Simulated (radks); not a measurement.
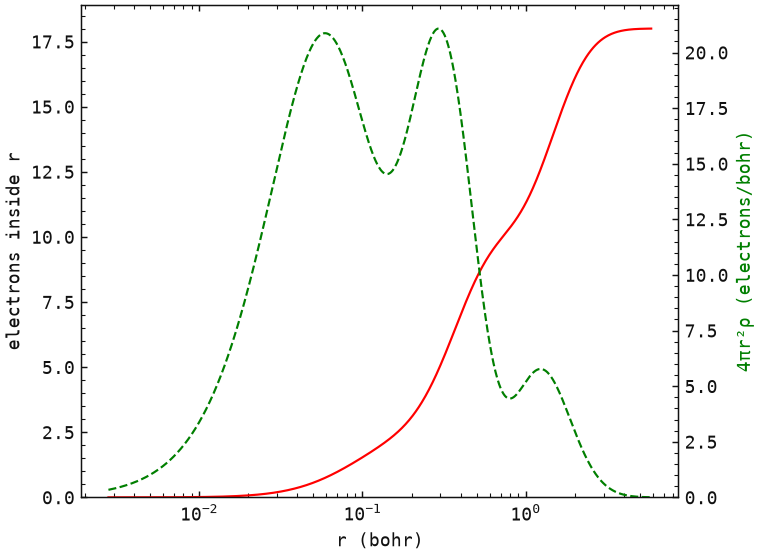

Atomic argon (Ar) in the configuration [Ne] 3s2 3p6. Level of theory: non-relativistic Kohn-Sham, PBE, spin-polarised, spherical densities, point nucleus. Computed with the in-house radial solver radks.

The plot shows the number of electrons inside radius r (solid) and the radial density 4πr²ρ (dashed).

Read the plot.

The count levels off at 18 electrons. Half of them lie within 0.558 bohr, 90 % within 2.03 bohr and 99 % within 3.42 bohr. The radial density has minima at 0.142 and 0.798 bohr, where the count stands at 2.2 and 10.3; these part the shells that the density resolves.
